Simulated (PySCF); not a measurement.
# S2F2 (Difluorodisulfane) at 5 levels

Aim: a comparison of 5 runs (HF/def2-SVP, HF/cc-pVTZ, TPSS/STO-3G, B3LYP/6-31G*, PBE/cc-pVTZ) of S2F2 (Difluorodisulfane). The job is set up through a Python script.

Program for the calculation: PySCF 2.14.0.

**1. The molecule**

S2F2: 4 atoms, total charge 0, spin state singlet. SMILES: `FSSF`. Geometry: relaxed at PBE0-D4/def2-TZVP.

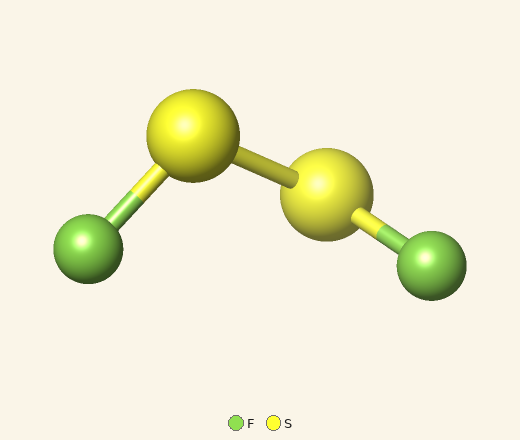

The structure, seen from a chosen angle (fluorine green, sulfur yellow).

**2. Energy and forces at HF/def2-SVP (run 1)**

Contents of input.py:

```python
import pyscf.grad
from pyscf import gto, scf

system = gto.M(
    atom='F -1.783750 -0.199930 -0.621590; S -0.467670 0.764150 -0.632370; S 1.044990 -0.276390 -0.184720; F 1.206410 -0.287820 1.438680',
    max_memory=1860,
    charge=0,
    verbose=4,
    basis='def2-svp',
)

mf = scf.RHF(system)
mf.conv_tol = 1e-10
mf.kernel()
if not mf.converged:
    mf = mf.newton().run(mf.mo_coeff, mf.mo_occ)

etot = mf.e_tot
print(f'total energy: {etot:.8f} hartree')
grad = mf.Gradients().kernel()
mf.analyze()
```

Command:

```console
$ OMP_NUM_THREADS=1 python input.py
```

The program printed:

```text
PySCF version 2.14.0

[INPUT] num. atoms = 4
[INPUT] num. electrons = 50
[INPUT] charge = 0
[INPUT] spin (= nelec alpha-beta = 2S) = 0
[INPUT] symmetry False subgroup None
[INPUT] Mole.unit = angstrom
[INPUT] Symbol           X                Y                Z      unit          X                Y                Z       unit  Magmom
[INPUT]  1 F     -1.783750000000  -0.199930000000  -0.621590000000 AA   -3.370798974693  -0.377812944084  -1.174634861768 Bohr   0.0
[INPUT]  2 S     -0.467670000000   0.764150000000  -0.632370000000 AA   -0.883768216675   1.444034218086  -1.195006109391 Bohr   0.0
[INPUT]  3 S      1.044990000000  -0.276390000000  -0.184720000000 AA    1.974744902909  -0.522301403569  -0.349070209730 Bohr   0.0
[INPUT]  4 F      1.206410000000  -0.287820000000   1.438680000000 AA    2.279784493937  -0.543900973172   2.718711180889 Bohr   0.0

nuclear repulsion = 230.128319222508
number of shells = 28
number of NR pGTOs = 120
number of NR cGTOs = 64
basis = def2-svp
ecp = {}

[... 42 lines left out ...]
total energy: -993.43572790 hartree
[... 19 lines left out ...]
MO #1   energy= -92.0543961074184  occ= 2
[... 6 lines left out ...]
MO #8   energy= -6.77245915939711  occ= 2
[... 6 lines left out ...]
MO #15  energy= -1.1316203610495   occ= 2
[... 6 lines left out ...]
MO #22  energy= -0.626386135800089 occ= 2
[... 6 lines left out ...]
MO #29  energy= 0.424234076777105  occ= 0
[... 6 lines left out ...]
MO #36  energy= 0.836796311802281  occ= 0
[... 6 lines left out ...]
MO #43  energy= 1.13937322632501   occ= 0
[... 6 lines left out ...]
MO #50  energy= 1.53458841446997   occ= 0
[... 6 lines left out ...]
MO #57  energy= 3.43198000580739   occ= 0
[... 6 lines left out ...]
MO #64  energy= 3.80731796541286   occ= 0
[... 32 lines left out ...]
pop of  1 S 3dxz          0.01220
pop of  1 S 3dx2-y2       0.01650
pop of  2 S 1s            2.00000
pop of  2 S 2s            1.99998
pop of  2 S 3s            1.74261
pop of  2 S 4s            0.01071
pop of  2 S 2px           1.99998
pop of  2 S 2py           1.99999
pop of  2 S 2pz           1.99993
pop of  2 S 3px           1.34143
pop of  2 S 3py           1.67260
pop of  2 S 3pz           0.68732
pop of  2 S 4px           0.00751
pop of  2 S 4py           0.00333
pop of  2 S 4pz           0.00989
pop of  2 S 3dxy          0.01419
pop of  2 S 3dyz          0.00916
pop of  2 S 3dz^2         0.02222
pop of  2 S 3dxz          0.01374
pop of  2 S 3dx2-y2       0.00966
pop of  3 F 1s            1.99999
pop of  3 F 2s            1.89663
pop of  3 F 3s            0.00301
pop of  3 F 2px           1.96808
pop of  3 F 2py           1.98336
pop of  3 F 2pz           1.59354
pop of  3 F 3px           0.00217
pop of  3 F 3py           0.00217
pop of  3 F 3pz           0.00176
pop of  3 F 3dxy          0.00001
pop of  3 F 3dyz          0.00087
pop of  3 F 3dz^2         0.00318
pop of  3 F 3dxz          0.00100
pop of  3 F 3dx2-y2       0.00001
 ** Mulliken atomic charges  **
charge of    0F =     -0.45577
charge of    1S =      0.45577
charge of    2S =      0.45577
charge of    3F =     -0.45577
Dipole moment(X, Y, Z, Debye):  1.07257,  0.90614, -1.51796
```

Wall time 3.3 s (1 thread of Arm Neoverse N1, shared host); peak memory 0.13 GiB.

**3. Energy and forces at HF/cc-pVTZ (run 2)**

Contents of calc.py:

```python
from pyscf import gto

mol = gto.M(
    atom=[
    ('F', (-1.783750, -0.199930, -0.621590)),
    ('S', (-0.467670, 0.764150, -0.632370)),
    ('S', (1.044990, -0.276390, -0.184720)),
    ('F', (1.206410, -0.287820, 1.438680)),
],
    charge=0,
    verbose=4,
    basis='cc-pvtz',
    max_memory=1860,
)

mf = mol.RHF()
mf.conv_tol = 1e-10
mf.kernel()
if not mf.converged:
    mf = mf.newton().run(mf.mo_coeff, mf.mo_occ)

energy = mf.e_tot
print('E = %.10f Eh' % energy)
grad = mf.nuc_grad_method().kernel()
mf.analyze()
```

Command:

```console
$ OMP_NUM_THREADS=1 python calc.py
```

The program printed:

```text
PySCF version 2.14.0

[INPUT] num. atoms = 4
[INPUT] num. electrons = 50
[INPUT] charge = 0
[INPUT] spin (= nelec alpha-beta = 2S) = 0
[INPUT] symmetry False subgroup None
[INPUT] Mole.unit = angstrom
[INPUT] Symbol           X                Y                Z      unit          X                Y                Z       unit  Magmom
[INPUT]  1 F     -1.783750000000  -0.199930000000  -0.621590000000 AA   -3.370798974693  -0.377812944084  -1.174634861768 Bohr   0.0
[INPUT]  2 S     -0.467670000000   0.764150000000  -0.632370000000 AA   -0.883768216675   1.444034218086  -1.195006109391 Bohr   0.0
[INPUT]  3 S      1.044990000000  -0.276390000000  -0.184720000000 AA    1.974744902909  -0.522301403569  -0.349070209730 Bohr   0.0
[INPUT]  4 F      1.206410000000  -0.287820000000   1.438680000000 AA    2.279784493937  -0.543900973172   2.718711180889 Bohr   0.0

nuclear repulsion = 230.128319222508
number of shells = 36
number of NR pGTOs = 202
number of NR cGTOs = 128
basis = cc-pvtz
ecp = {}

[... 57 lines left out ...]
Nuclear Repulsion Energy =             230.128319222508310
[... 13 lines left out ...]
MO #8   energy= -6.76024444336406  occ= 2
[... 11 lines left out ...]
MO #20  energy= -0.690142288395679 occ= 2
[... 11 lines left out ...]
MO #32  energy= 0.37163172531058   occ= 0
[... 11 lines left out ...]
MO #44  energy= 0.858106041514294  occ= 0
[... 11 lines left out ...]
MO #56  energy= 1.6241587224061    occ= 0
[... 11 lines left out ...]
MO #68  energy= 1.9112796352306    occ= 0
[... 11 lines left out ...]
MO #80  energy= 2.34379909629984   occ= 0
[... 11 lines left out ...]
MO #92  energy= 3.03621468718003   occ= 0
[... 11 lines left out ...]
MO #104 energy= 7.37218617943823   occ= 0
[... 11 lines left out ...]
MO #116 energy= 7.49450351663753   occ= 0
[... 11 lines left out ...]
MO #128 energy= 11.4358536764284   occ= 0
[... 96 lines left out ...]
pop of  2 S 4f+0          0.00151
pop of  2 S 4f+1          0.00161
pop of  2 S 4f+2          0.00029
pop of  2 S 4f+3          0.00112
pop of  3 F 1s            2.00000
pop of  3 F 2s            1.90134
pop of  3 F 3s            0.00238
pop of  3 F 4s            0.00024
pop of  3 F 2px           1.96558
pop of  3 F 2py           1.97950
pop of  3 F 2pz           1.60908
pop of  3 F 3px           0.00276
pop of  3 F 3py           0.00287
pop of  3 F 3pz           0.00077
pop of  3 F 4px           0.00074
pop of  3 F 4py           0.00072
pop of  3 F 4pz           0.00195
pop of  3 F 3dxy          0.00003
pop of  3 F 3dyz          0.00168
pop of  3 F 3dz^2         0.00568
pop of  3 F 3dxz          0.00194
pop of  3 F 3dx2-y2       0.00002
pop of  3 F 4dxy          0.00001
pop of  3 F 4dyz          0.00023
pop of  3 F 4dz^2         0.00089
pop of  3 F 4dxz          0.00029
pop of  3 F 4dx2-y2       0.00000
pop of  3 F 4f-3          0.00000
pop of  3 F 4f-2          0.00000
pop of  3 F 4f-1          0.00008
pop of  3 F 4f+0          0.00028
pop of  3 F 4f+1          0.00009
pop of  3 F 4f+2          0.00000
pop of  3 F 4f+3          0.00000
 ** Mulliken atomic charges  **
charge of    0F =     -0.47917
charge of    1S =      0.47917
charge of    2S =      0.47917
charge of    3F =     -0.47917
Dipole moment(X, Y, Z, Debye):  0.90462,  0.76424, -1.28024
```

Run time: 27 s. Hardware: 1 thread of Arm Neoverse N1, shared host; peak memory 0.38 GiB.

Runs 3 to 4 aren't shown in full; the table further down has their settings and results.

**4. Energy and gradient at PBE/cc-pVTZ (run 5)**

Contents of run.py:

```python
import pyscf.grad
from pyscf import gto, dft

molecule = gto.M(
    atom='''
F     -1.783750    -0.199930    -0.621590
S     -0.467670     0.764150    -0.632370
S      1.044990    -0.276390    -0.184720
F      1.206410    -0.287820     1.438680
''',
    max_memory=1860,
    basis='cc-pvtz',
    verbose=4,
    spin=0,
)

mf = dft.RKS(molecule, xc='pbe')
mf.grids.level = 5
mf.conv_tol = 1e-10
mf.kernel()
if not mf.converged:
    mf = mf.newton().run(mf.mo_coeff, mf.mo_occ)

e_final = mf.e_tot
print(f'total energy: {e_final:.8f} hartree')
grad = mf.Gradients().kernel()
mf.analyze()
```

Command:

```console
$ OMP_NUM_THREADS=1 python run.py
```

The program printed:

```text
PySCF version 2.14.0

[INPUT] num. atoms = 4
[INPUT] num. electrons = 50
[INPUT] charge = 0
[INPUT] spin (= nelec alpha-beta = 2S) = 0
[INPUT] symmetry False subgroup None
[INPUT] Mole.unit = angstrom
[INPUT] Symbol           X                Y                Z      unit          X                Y                Z       unit  Magmom
[INPUT]  1 F     -1.783750000000  -0.199930000000  -0.621590000000 AA   -3.370798974693  -0.377812944084  -1.174634861768 Bohr   0.0
[INPUT]  2 S     -0.467670000000   0.764150000000  -0.632370000000 AA   -0.883768216675   1.444034218086  -1.195006109391 Bohr   0.0
[INPUT]  3 S      1.044990000000  -0.276390000000  -0.184720000000 AA    1.974744902909  -0.522301403569  -0.349070209730 Bohr   0.0
[INPUT]  4 F      1.206410000000  -0.287820000000   1.438680000000 AA    2.279784493937  -0.543900973172   2.718711180889 Bohr   0.0

nuclear repulsion = 230.128319222508
number of shells = 36
number of NR pGTOs = 202
number of NR cGTOs = 128
basis = cc-pvtz
ecp = {}

[... 73 lines left out ...]
Nuclear Repulsion Energy =             230.128319222508310
[... 13 lines left out ...]
MO #8   energy= -5.80403439401025  occ= 2
[... 11 lines left out ...]
MO #20  energy= -0.400938524684077 occ= 2
[... 11 lines left out ...]
MO #32  energy= 0.204470988047436  occ= 0
[... 11 lines left out ...]
MO #44  energy= 0.587811346328428  occ= 0
[... 11 lines left out ...]
MO #56  energy= 1.29500969159847   occ= 0
[... 11 lines left out ...]
MO #68  energy= 1.55556841145087   occ= 0
[... 11 lines left out ...]
MO #80  energy= 1.96229715665595   occ= 0
[... 11 lines left out ...]
MO #92  energy= 2.63496018447924   occ= 0
[... 11 lines left out ...]
MO #104 energy= 6.71314965748598   occ= 0
[... 11 lines left out ...]
MO #116 energy= 6.83445100895737   occ= 0
[... 11 lines left out ...]
MO #128 energy= 10.5471105544046   occ= 0
[... 96 lines left out ...]
pop of  2 S 4f+0          0.00094
pop of  2 S 4f+1          0.00119
pop of  2 S 4f+2          0.00029
pop of  2 S 4f+3          0.00119
pop of  3 F 1s            1.99995
pop of  3 F 2s            1.91295
pop of  3 F 3s            0.00357
pop of  3 F 4s            0.00020
pop of  3 F 2px           1.93975
pop of  3 F 2py           1.95687
pop of  3 F 2pz           1.57490
pop of  3 F 3px           0.00232
pop of  3 F 3py           0.00229
pop of  3 F 3pz           0.00061
pop of  3 F 4px           0.00011
pop of  3 F 4py           0.00012
pop of  3 F 4pz           0.00059
pop of  3 F 3dxy          0.00003
pop of  3 F 3dyz          0.00178
pop of  3 F 3dz^2         0.00448
pop of  3 F 3dxz          0.00189
pop of  3 F 3dx2-y2       0.00003
pop of  3 F 4dxy          0.00001
pop of  3 F 4dyz          0.00028
pop of  3 F 4dz^2         0.00082
pop of  3 F 4dxz          0.00031
pop of  3 F 4dx2-y2       0.00000
pop of  3 F 4f-3          0.00000
pop of  3 F 4f-2          0.00000
pop of  3 F 4f-1          0.00009
pop of  3 F 4f+0          0.00024
pop of  3 F 4f+1          0.00009
pop of  3 F 4f+2          0.00000
pop of  3 F 4f+3          0.00000
 ** Mulliken atomic charges  **
charge of    0F =     -0.40429
charge of    1S =      0.40429
charge of    2S =      0.40429
charge of    3F =     -0.40429
Dipole moment(X, Y, Z, Debye):  0.64302,  0.54330, -0.91007
```

Wall time 63 s (1 thread of Arm Neoverse N1, shared host); peak memory 1.4 GiB.

**5. Overview of the runs**

| run | level | integration grid | Cartesian functions | energy (Eh) | dipole moment (D) | HOMO energy (eV) | LUMO energy (eV) | wall time |
| --- | --- | --- | --- | --- | --- | --- | --- | --- |
| 1 | HF/def2-SVP | – | no | -993.435728 | 2.07 | -11.68 | 2.93 | 3.3 s |
| 2 | HF/cc-pVTZ | – | no | -993.992931 | 1.74 | -11.55 | 2.60 | 27 s |
| 3 | TPSS/STO-3G | 5 | no | -984.314105 | 0.25 | -1.84 | 3.50 | 12 s |
| 4 | B3LYP/6-31G* (Cartesian functions) | 5 | yes | -995.999269 | 1.39 | -7.91 | -1.42 | 24 s |
| 5 | PBE/cc-pVTZ | 5 | no | -995.638993 | 1.24 | -7.01 | -2.44 | 63 s |

**6. Results**

| quantity | value |
| --- | --- |
| run 5: total energy | -995.63899 Eh |
| run 5: dipole moment | 1.24 D |
| run 5: HOMO energy | -7.01 eV |
| run 5: LUMO energy | -2.44 eV |
| run 5: HOMO–LUMO gap | 4.57 eV |
| run 5: largest force on an atom | 1.222 eV/Å |

In words: The dipole moment (its size) runs from 0.25 D (TPSS/STO-3G) to 2.07 D (HF/def2-SVP). The two ends differ in method and basis. The HOMO–LUMO gap runs from 4.57 eV (PBE/cc-pVTZ) to 14.62 eV (HF/def2-SVP). Totals of different functionals can't be ranked against each other. In run 3 the basis is minimal, so the values are rough. All runs together took 2.2 min, the longest 63 s.
